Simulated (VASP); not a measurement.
**A VASP study of Sn (r2SCAN): structure first, properties next**

What structure and properties does r2SCAN give Sn, and how near are they to the measured ones? The steps: full relaxation (r2SCAN), second relaxation, density, ELF and potential (r2SCAN), band structure (r2SCAN), total and projected DOS (r2SCAN), vibrations at Γ (r2SCAN), volume scan with r2SCAN and fit for r2SCAN. The start is a cell from a database of measured crystal structures.

Calculated with VASP 6.6.1; r2SCAN; plane waves and PAW (Sn_d).

Experimental background.

For Sn, beta-Sn, body-centred tetragonal (literature value for beta-tin), “Diffuse scattering in metallic tin polymorphs” (2013, arxiv:1310.3080) quotes earlier work: lattice constant c (along c, experimental column) 3.182 Å.

The database entry behind the starting cell differs from later determinations by our own check (about 0.15 % long, nanocrystals), so it need not match the best structure at ambient conditions.

**1. The starting structure**

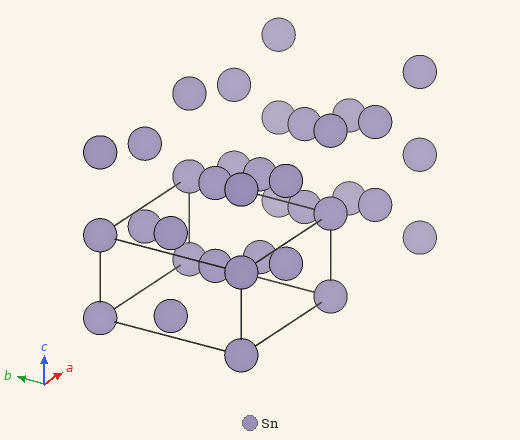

The cell as given, from a free direction (tin purple). 2×1×2 cells are drawn. This picture shows the conventional cell, with its axes. Some periodic images of atoms are drawn too.

**2. Full relaxation (r2SCAN)**

Properties are meant for the cell that this level of theory prefers, so cell and atoms are relaxed first (ISIF = 3) until forces and stress are small; EDIFFG sets the threshold. r2SCAN adds the kinetic-energy density, costs more than a GGA and is run with LASPH.

INCAR reads:

```
SYSTEM = Sn
PREC = Accurate
ENCUT = 400
EDIFF = 1E-06
NELM = 100
ISMEAR = 1
SIGMA = 0.2
LREAL = .FALSE.
ALGO = Normal
METAGGA = R2SCAN
LASPH = .TRUE.
NBANDS = 20
LORBIT = 11
LWAVE = .FALSE.
LCHARG = .FALSE.
KPAR = 2
IBRION = 2
NSW = 60
ISIF = 3
EDIFFG = -0.01
```

POSCAR reads:

```
Sn
1.0
   -2.9196440750      2.9196440750      1.5938000000
    2.9196440750     -2.9196440750      1.5938000000
    2.9196440750      2.9196440750     -1.5938000000
Sn
2
Direct
    0.0000000000      0.0000000000      0.0000000000
    0.7500000000      0.2500000000      0.5000000000
```

KPOINTS reads:

```
Automatic mesh
0
Gamma
8 8 8
0 0 0
```

The projector-augmented-wave data sets are Sn_d (PBE family, release 64).

Started as:

```
$ mpirun -np 2 vasp_std
```

Output:

```text
[banner, memory and clock lines left out]
running    2 mpi-ranks, on    1 nodes
 distrk:  each k-point on    1 cores,    2 groups
 distr:  one band on    1 cores,    1 groups

 POSCAR found type information on POSCAR Sn
 POSCAR found :  1 types and       2 ions
|                                                                             |
|               ----> ADVICE to this user running VASP <----                  |
|                                                                             |
|     You enforced a specific xc type in the INCAR file but a different       |
|     [... a line on the potential file left out ...]
|     I HOPE YOU KNOW WHAT YOU ARE DOING!                                     |
|                                                                             |

 LDA part: xc-table for (None), standard interpolation
 POSCAR, INCAR and KPOINTS ok, starting setup
 FFT: planning ... GRIDC
 FFT: planning ... GRID_SOFT
 FFT: planning ... GRID
 WAVECAR not read
 entering main loop
       N       E                     dE             d eps       ncg     rms          rms(c)
DAV:   1     0.158157548042E+03    0.15816E+03   -0.13069E+04  2396   0.193E+03
DAV:   2    -0.331472946973E+02   -0.19130E+03   -0.18783E+03  2384   0.412E+02
DAV:   3    -0.527613265128E+02   -0.19614E+02   -0.19475E+02  2700   0.133E+02
DAV:   4    -0.533652552392E+02   -0.60393E+00   -0.60344E+00  2660   0.262E+01
DAV:   5    -0.533916243298E+02   -0.26369E-01   -0.26368E-01  3376   0.491E+00    0.389E+00
DAV:   6    -0.492086965931E+02    0.41829E+01   -0.11465E+00  2704   0.175E+01    0.192E+00
DAV:   7    -0.492181474100E+02   -0.94508E-02   -0.18815E-02  2796   0.151E+00    0.956E-01
DAV:   8    -0.492235755068E+02   -0.54281E-02   -0.86758E-03  2976   0.778E-01    0.718E-02
DAV:   9    -0.492234710934E+02    0.10441E-03   -0.14663E-03  3192   0.624E-01    0.459E-02
DAV:  10    -0.492234829575E+02   -0.11864E-04   -0.52168E-05  2992   0.848E-02    0.196E-02
DAV:  11    -0.492234794941E+02    0.34634E-05   -0.65417E-05  3184   0.120E-01    0.360E-03
DAV:  12    -0.492234802827E+02   -0.78866E-06   -0.15239E-06  2212   0.131E-02
   1 F= -.49223480E+02 E0= -.49223497E+02  d E =-.492235E+02
 curvature:   0.00 expect dE= 0.000E+00 dE for cont linesearch  0.000E+00
 trial: gam= 0.00000 g(F)=  0.134E-45 g(S)=  0.113E-01 ort = 0.000E+00 (trialstep = 0.100E+01)
 search vector abs. value=  0.113E-01
 bond charge predicted
       N       E                     dE             d eps       ncg     rms          rms(c)
DAV:   1    -0.493501914124E+02   -0.12671E+00   -0.29143E+00  2868   0.241E+01    0.185E+00
DAV:   2    -0.492617413659E+02    0.88450E-01   -0.19402E-01  2940   0.663E+00    0.942E-01
DAV:   3    -0.492321851305E+02    0.29556E-01   -0.74505E-02  3164   0.427E+00    0.181E-01
DAV:   4    -0.492313527716E+02    0.83236E-03   -0.68711E-03  2808   0.999E-01    0.542E-02
DAV:   5    -0.492313398205E+02    0.12951E-04   -0.30052E-04  2956   0.185E-01    0.373E-02
DAV:   6    -0.492313470640E+02   -0.72436E-05   -0.49172E-05  3112   0.782E-02    0.651E-03
DAV:   7    -0.492313422792E+02    0.47849E-05   -0.76705E-06  3012   0.380E-02    0.253E-03
DAV:   8    -0.492313435026E+02   -0.12234E-05   -0.55609E-07  1492   0.114E-02    0.461E-04
DAV:   9    -0.492313432848E+02    0.21782E-06   -0.95524E-08  1360   0.442E-03
   2 F= -.49231343E+02 E0= -.49231983E+02  d E =-.786300E-02
[...]
3 F= -.49232015E+02 E0= -.49232784E+02  d E =-.853508E-02
[...]
4 F= -.49233496E+02 E0= -.49234151E+02  d E =-.148030E-02
[...]
5 F= -.49233521E+02 E0= -.49234198E+02  d E =-.150536E-02
[...]
6 F= -.49233521E+02 E0= -.49234196E+02  d E =-.150564E-02
[...]
7 F= -.49233517E+02 E0= -.49234185E+02  d E =-.150203E-02
[...]
8 F= -.49233521E+02 E0= -.49234192E+02  d E =-.150528E-02
 curvature:  -0.02 expect dE=-0.701E-06 dE for cont linesearch -0.634E-07
 ZBRENT: accuracy reached
 trial: gam= 0.00000 g(F)=  0.156E-45 g(S)=  0.374E-04 ort =-0.118E-03 (trialstep = 0.104E+01)
 search vector abs. value=  0.374E-04
 bond charge predicted
       N       E                     dE             d eps       ncg     rms          rms(c)
DAV:   1    -0.492343701292E+02   -0.84851E-03   -0.17935E-02  2780   0.221E+00    0.157E-01
DAV:   2    -0.492337115685E+02    0.65856E-03   -0.10602E-03  2980   0.532E-01    0.722E-02
DAV:   3    -0.492335445955E+02    0.16697E-03   -0.47477E-04  3232   0.341E-01    0.106E-02
DAV:   4    -0.492335313577E+02    0.13238E-04   -0.17481E-05  2616   0.483E-02    0.284E-03
DAV:   5    -0.492335290601E+02    0.22977E-05   -0.65618E-07  1424   0.901E-03    0.166E-03
DAV:   6    -0.492335276180E+02    0.14421E-05   -0.70238E-07  1604   0.710E-03    0.251E-04
DAV:   7    -0.492335277697E+02   -0.15166E-06   -0.83718E-08  1228   0.319E-03
   9 F= -.49233528E+02 E0= -.49234228E+02  d E =-.712574E-05
 trial-energy change:   -0.000007  1 .order   -0.000009   -0.000039    0.000021
 step:   0.6796(harm=  0.6796)  dis= 0.00000  next Energy=   -49.233533 (dE=-0.127E-04)
 reached required accuracy - stopping structural energy minimisation
```

Wall time 4.8 min (2 MPI ranks of Intel Xeon 6975P-C (Granite Rapids), shared host); peak memory 0.36 GiB.

Lines that name or quote the potential files are left out of all logs, and their timing lines are given in words.

OUTCAR, selected parts (step 2):

```text
ion  position               nearest neighbor table
   1  0.000  0.000  0.000-   2 3.03   2 3.03   2 3.03   2 3.03
   2  0.750  0.250  0.500-   1 3.03   1 3.03   1 3.03   1 3.03

  LATTYP: Found a body centered tetragonal cell.
 ALAT       =     5.8392881500
 C/A-ratio  =     0.5458884573

 Subroutine GETGRP returns: Found 16 space group operations
 (whereof  8 operations were pure point group operations)

The static configuration has the point symmetry D_2d.
 The point group associated with its full space group is D_4h.

 Found     59 irreducible k-points:

   k-points           NKPTS =     59   k-points in BZ     NKDIM =     59   number of bands    NBANDS=     20

   dimension x,y,z NGX =    30 NGY =   30 NGZ =   30
   dimension x,y,z NGXF=    60 NGYF=   60 NGZF=   60

   ENCUT  =  400.0 eV  29.40 Ry    5.42 a.u.   7.22  7.22  7.22*2*pi/ulx,y,z

   NELECT =      28.0000    total number of electrons

 k-points in reciprocal lattice and weights: Automatic mesh
   0.00000000  0.00000000  0.00000000       0.002
   0.12500000  0.00000000  0.00000000       0.016
   0.25000000  0.00000000  0.00000000       0.016
   0.37500000  0.00000000 -0.00000000       0.016
   0.50000000  0.00000000  0.00000000       0.008
   0.12500000  0.12500000  0.00000000       0.016
   0.25000000  0.12500000 -0.00000000       0.031
   0.37500000  0.12500000  0.00000000       0.031
   0.50000000  0.12500000 -0.00000000       0.031
[...]
-0.37500000 -0.37500000  0.37500000       0.004
   0.50000000  0.50000000  0.50000000       0.002

 average (electrostatic) potential at core
       1-104.8250       2-104.8250

 E-fermi :   7.6528

 k-point     1 :       0.0000    0.0000    0.0000
  band No.  band energies     occupation
    ...
     10     -14.1217      2.00000
     11      -3.8375      2.00000
     12       4.3411      2.00000
     13       5.7052      2.00000
     14       5.7053      2.00000
     15      11.1915     -0.00000
     16      14.2764      0.00000
     17      14.3443      0.00000
     18      14.4101      0.00000
     19      14.4102      0.00000
    ...

 k-point     2 :       0.1250    0.0000    0.0000
  band No.  band energies     occupation
    ...
     10     -14.1322      2.00000
     11      -3.5266      2.00000
     12       3.8611      2.00000
     13       5.7180      2.00000
     14       6.7504      2.00000
     15      11.7058      0.00000
     16      11.8729      0.00000
     17      12.3360      0.00000
     18      13.6636      0.00000
     19      14.1023      0.00000
    ...

 k-point     3 :       0.2500    0.0000    0.0000
  band No.  band energies     occupation
    ...
      9     -14.2558      2.00000
     10     -14.1569      2.00000
     11      -2.5980      2.00000
     12       3.4954      2.00000
     13       5.8357      2.00000
     14       8.0838     -0.00938
     15       8.7902     -0.00000
     16       9.8107     -0.00000
     17      12.2567      0.00000
     18      12.3729      0.00000
    ...

  Total       -0.0168703     -0.0168703     -0.0053546      0.0000000      0.0000000      0.0000000
  in kB       -0.4890167     -0.4890167     -0.1552113      0.0000000      0.0000000      0.0000000
  external PRESSURE =      -0.3777482 kB  Pullay stress =       0.0000000 kB

  energy-cutoff  :      400.00
  volume of cell :       55.27
      direct lattice vectors                 reciprocal lattice vectors
    -2.905074185  2.905074185  1.637328766     0.000000000  0.172112644  0.305375445
     2.905074185 -2.905074185  1.637328766     0.172112644  0.000000000  0.305375445
     2.905074185  2.905074185 -1.637328766     0.172112644  0.172112644  0.000000000

 POSITION                                       TOTAL-FORCE (eV/Angst)
 -----------------------------------------------------------------------------------
      2.90507     -2.90507      1.63733        -0.000000      0.000000      0.000000
      0.00000      2.90507      0.81866         0.000000     -0.000000     -0.000000
 -----------------------------------------------------------------------------------
    total drift:                                0.000000     -0.000000      0.000000

  FREE ENERGIE OF THE ION-ELECTRON SYSTEM (eV)
  ---------------------------------------------------
  free  energy   TOTEN  =       -49.2335277697 eV

  energy  without entropy=      -49.2356293368  energy(sigma->0) =      -49.23422829

 reached required accuracy - stopping structural energy minimisation

 total charge
# of ion       s       p       d       tot
------------------------------------------
    1        1.198   1.067   9.969  12.233
    2        1.198   1.067   9.969  12.233
--------------------------------------------------
tot          2.395   2.133  19.938  24.466

[... 3 further parts left out ...]
```

The k-mesh is coarse for a metal. The PAW data sets were made with PBE, which is usual practice but a small mismatch for other functionals. The run keeps the 16 symmetry operations of its start, so it cannot find a distortion of lower symmetry.

Relaxation path:

```csv
step,energy less that of the first step (eV),largest force (eV/Å),pressure (GPa),volume (Å³)
1,0.0000,0.0000,0.70,54.34
2,-0.0079,0.0000,-0.11,55.28
3,-0.0085,0.0000,-0.45,55.57
4,-0.0100,0.0000,0.12,55.14
5,-0.0100,0.0000,0.04,55.19
6,-0.0100,0.0000,0.04,55.19
7,-0.0100,0.0000,0.07,55.17
8,-0.0100,0.0000,0.07,55.18
9,-0.0100,0.0000,-0.04,55.27
```

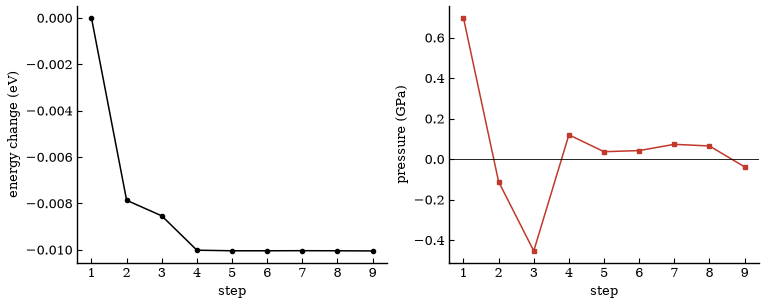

Energy and pressure along the relaxation.

```csv
"conventional cell, symmetrised",before,after,change
a (Å),5.839,5.810,-0.5 %
b (Å),5.839,5.810,-0.5 %
c (Å),3.188,3.275,+2.7 %
volume (Å³/atom),27.17,27.64,+1.7 %
```

Final coordinates:

```
Sn
1.0
    -2.90507    2.90507    1.63733
     2.90507   -2.90507    1.63733
     2.90507    2.90507   -1.63733
Sn
2
Cartesian
  0.0000 0.0000 0.0000
  0.0000 2.9051 0.8187
```

Numbers from this step:

```yaml
electrons: 28
bands: 20
irreducible_k_points: 59
symmetry_operations: 16
free_energy_toten: -49.23 eV
energy_at_zero_smearing: -49.23 eV
fermi_energy: 7.653 eV
pressure: -0.03777 GPa
metallic: yes
scf_cycles_over_all_ionic_steps: 60
```

It ends with forces that vanish by symmetry and a pressure of -0.04 GPa. The volume lies +1.7 % from that of the database's start.

**3. Second relaxation**

A relaxation keeps the plane waves of the cell it began with, so it is repeated from the new cell, on a basis made for it.

INCAR is that of step 2.

POSCAR reads:

```
Sn
1.0
   -2.9050741855      2.9050741855      1.6373287658
    2.9050741855     -2.9050741855      1.6373287658
    2.9050741855      2.9050741855     -1.6373287658
Sn
2
Direct
    0.0000000000      0.0000000000      0.0000000000
    0.7500000000      0.2500000000      0.5000000000
```

KPOINTS is that of step 2.

Started as:

```
$ mpirun -np 2 vasp_std
```

Output:

```text
[banner, memory and clock lines left out]
running    2 mpi-ranks, on    1 nodes
 distrk:  each k-point on    1 cores,    2 groups
 distr:  one band on    1 cores,    1 groups

 POSCAR found type information on POSCAR Sn
 POSCAR found :  1 types and       2 ions
 [... a notice as in an earlier step ...]

 LDA part: xc-table for (None), standard interpolation
 POSCAR, INCAR and KPOINTS ok, starting setup
 FFT: planning ... GRIDC
 FFT: planning ... GRID_SOFT
 FFT: planning ... GRID
 WAVECAR not read
 entering main loop
       N       E                     dE             d eps       ncg     rms          rms(c)
DAV:   1     0.160929686022E+03    0.16093E+03   -0.13039E+04  2396   0.192E+03
DAV:   2    -0.326400742815E+02   -0.19357E+03   -0.19009E+03  2372   0.420E+02
DAV:   3    -0.527694582259E+02   -0.20129E+02   -0.19949E+02  2684   0.134E+02
DAV:   4    -0.533823799170E+02   -0.61292E+00   -0.61234E+00  2704   0.262E+01
DAV:   5    -0.534092276975E+02   -0.26848E-01   -0.26847E-01  3348   0.495E+00    0.383E+00
DAV:   6    -0.492198667110E+02    0.41894E+01   -0.11529E+00  2736   0.175E+01    0.190E+00
DAV:   7    -0.492288731686E+02   -0.90065E-02   -0.19218E-02  2776   0.153E+00    0.948E-01
DAV:   8    -0.492344633053E+02   -0.55901E-02   -0.94265E-03  2980   0.818E-01    0.738E-02
DAV:   9    -0.492343672067E+02    0.96099E-04   -0.16143E-03  3160   0.647E-01    0.440E-02
DAV:  10    -0.492343793661E+02   -0.12159E-04   -0.58543E-05  2980   0.884E-02    0.189E-02
DAV:  11    -0.492343755436E+02    0.38225E-05   -0.62093E-05  3196   0.116E-01    0.296E-03
DAV:  12    -0.492343766916E+02   -0.11480E-05   -0.20327E-06  2256   0.163E-02    0.403E-03
DAV:  13    -0.492343743685E+02    0.23231E-05   -0.26115E-06  1756   0.259E-02    0.694E-04
DAV:  14    -0.492343743458E+02    0.22712E-07   -0.23173E-07  1444   0.434E-03
   1 F= -.49234374E+02 E0= -.49235075E+02  d E =-.492344E+02
 curvature:   0.00 expect dE= 0.000E+00 dE for cont linesearch  0.000E+00
 trial: gam= 0.00000 g(F)=  0.536E-46 g(S)=  0.203E-04 ort = 0.000E+00 (trialstep = 0.100E+01)
 search vector abs. value=  0.203E-04
 bond charge predicted
       N       E                     dE             d eps       ncg     rms          rms(c)
DAV:   1    -0.492345153170E+02   -0.14095E-03   -0.34687E-03  2852   0.569E-01    0.583E-02
DAV:   2    -0.492344285031E+02    0.86814E-04   -0.18146E-04  2884   0.215E-01    0.345E-02
DAV:   3    -0.492343881865E+02    0.40317E-04   -0.91677E-05  3148   0.150E-01    0.535E-03
DAV:   4    -0.492343869586E+02    0.12279E-05   -0.14927E-05  2652   0.475E-02    0.218E-03
DAV:   5    -0.492343866031E+02    0.35553E-06   -0.23210E-07  1372   0.770E-03
   2 F= -.49234387E+02 E0= -.49235090E+02  d E =-.122573E-04
 trial-energy change:   -0.000012  1 .order   -0.000014   -0.000020   -0.000008
 step:   1.6061(harm=  1.6061)  dis= 0.00000  next Energy=   -49.234391 (dE=-0.163E-04)
 reached required accuracy - stopping structural energy minimisation
```

Elapsed: 85 s, on 2 MPI ranks; peak memory 0.36 GiB; 2.8 min of CPU time.

From OUTCAR (step 3):

```text
  LATTYP: Found a body centered tetragonal cell.
 ALAT       =     5.8101483710
 C/A-ratio  =     0.5636099670

 Found     59 irreducible k-points:

   ENCUT  =  400.0 eV  29.40 Ry    5.42 a.u.   7.21  7.21  7.21*2*pi/ulx,y,z

   NELECT =      28.0000    total number of electrons

 E-fermi :   7.6478

 k-point     1 :       0.0000    0.0000    0.0000
  band No.  band energies     occupation
    ...
     10     -14.1256      2.00000
     11      -3.8391      2.00000
     12       4.3449      2.00000
     13       5.7053      2.00000
     14       5.7054      2.00000
     15      11.1912     -0.00000
     16      14.2584      0.00000
     17      14.3259      0.00000
     18      14.4102      0.00000
     19      14.4103      0.00000
    ...

 k-point     2 :       0.1250    0.0000    0.0000
  band No.  band energies     occupation
    ...
     10     -14.1362      2.00000
     11      -3.5285      2.00000
     12       3.8631      2.00000
     13       5.7173      2.00000
     14       6.7512      2.00000
     15      11.7053      0.00000
     16      11.8593      0.00000
     17      12.3223      0.00000
     18      13.6617      0.00000
     19      14.0971      0.00000
    ...

  Total       -0.0101670     -0.0101670      0.0063198      0.0000000      0.0000000      0.0000000
  in kB       -0.2946171     -0.2946171      0.1831341      0.0000000      0.0000000      0.0000000
  external PRESSURE =      -0.1353667 kB  Pullay stress =       0.0000000 kB

  energy-cutoff  :      400.00
  volume of cell :       55.29
      direct lattice vectors                 reciprocal lattice vectors
    -2.904572057  2.904572057  1.638402022     0.000000000  0.172142398  0.305175405
     2.904572057 -2.904572057  1.638402022     0.172142398  0.000000000  0.305175405
     2.904572057  2.904572057 -1.638402022     0.172142398  0.172142398  0.000000000

 POSITION                                       TOTAL-FORCE (eV/Angst)
 -----------------------------------------------------------------------------------
      0.00000      0.00000      0.00000        -0.000000      0.000000      0.000000
     -0.00000      2.90457      0.81920         0.000000     -0.000000     -0.000000
 -----------------------------------------------------------------------------------
    total drift:                                0.000000      0.000000      0.000000

  FREE ENERGIE OF THE ION-ELECTRON SYSTEM (eV)
  ---------------------------------------------------
  free  energy   TOTEN  =       -49.2343866031 eV

  energy  without entropy=      -49.2364963326  energy(sigma->0) =      -49.23508985

 total charge
# of ion       s       p       d       tot
------------------------------------------
    1        1.198   1.066   9.969  12.233
    2        1.198   1.066   9.969  12.233
--------------------------------------------------
tot          2.395   2.133  19.938  24.466

[... 5 parts as in an earlier step ...]

[... 7 further parts left out ...]
```

Little changed from the start: no atom moved by 0.005 Å and no cell edge by 0.1 %.

This step gave:

```yaml
energy_at_zero_smearing: -49.24 eV
fermi_energy: 7.648 eV
pressure: -0.01354 GPa
scf_cycles_over_all_ionic_steps: 19
```

It ends with forces that vanish by symmetry and a pressure of -0.01 GPa. The volume moved by only 0.03 %, so the volume is settled.

(Part 1 of 4 ends here.)

[Lines on the potential files, build, host, timing and source positions are cut from VASP's logs without a mark.]

[Logs are printed without paths, hosts, clocks, repeated set-up lines and the standing remarks that a program may print on its own settings, such as how far it seeks lower states.]

[Hosts, paths, dates, database ids (printed as entryN), source tags and the programs' standing remarks are cut or masked in the printed files.]

[A measured line is paired with the nearest computed mode of its activity, which favours agreement.]
